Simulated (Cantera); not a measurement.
Input: 1 mol SiCl₄, 3.4 mol HCl, 0.31 mol H₂, held at 18.0 bar.

These are equilibrium values from Cantera (NASA tables, ideal gas, pure condensed phases), not measurements of a reactor. Candidate condensed phases: Si; 19 gas species. The tables' values for SiCl₃ are old estimates; treat these amounts as uncertain. Kinetics and transport are ignored.

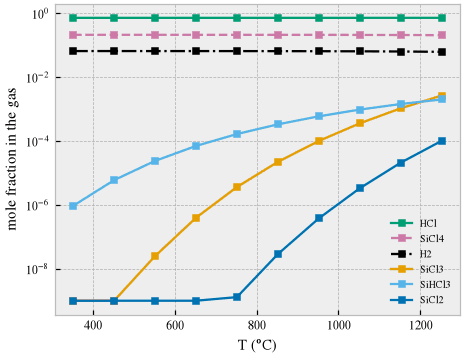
Fig. 1. Equilibrium gas composition (values under 1e-9 drawn at 1e-9)

**Question.** Read off the mole fractions at 752 °C.

**Answer.** HCl about 0.72, SiCl₄ about 0.21, H₂ about 0.066, SiHCl₃ about 0.00017, SiCl₃ about 3.6e-6.
